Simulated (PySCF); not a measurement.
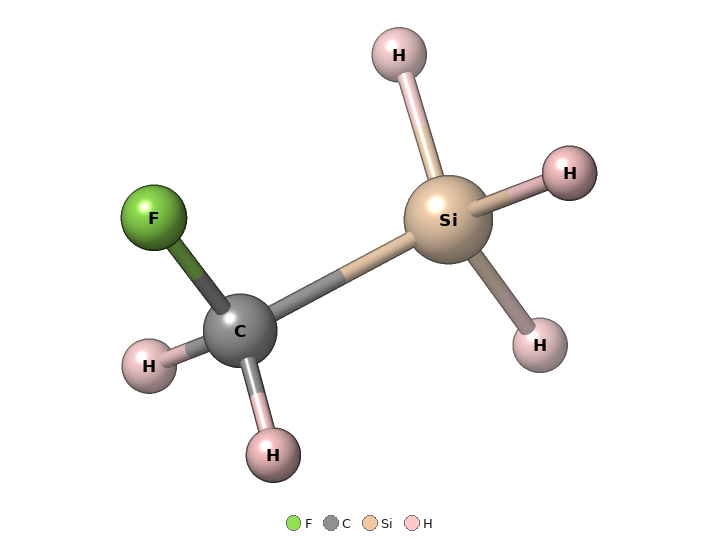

Orthographic view. Atoms fade into the background with distance from the viewer. The computed structure is the end point of a PBE0-D3(BJ)/def2-SVP optimisation. No frequency run is at hand to confirm it as a minimum.

### Write the InChI string.

InChI=1S/CH5FSi/c2-1-3/h1H2,3H3
